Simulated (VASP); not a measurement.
Shape and ions are relaxed at each volume.

Energy against volume of PbO₂ (rutile). Level of theory: vdW-DF-cx, VASP's PBE PAW potentials (set 64) (plane waves; VASP).

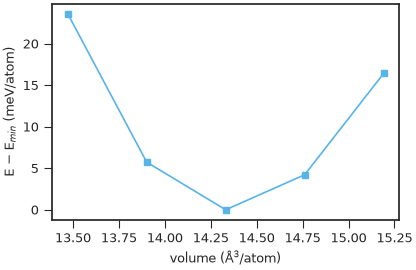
Figure: Energy against volume

Question: Estimate the equilibrium volume and the bulk modulus.

Answer: The minimum lies near 14.3 Å³/atom, and the curvature gives B0 of about 120 GPa.

The compound is PbO2 in the rutile structure. It was relaxed first.
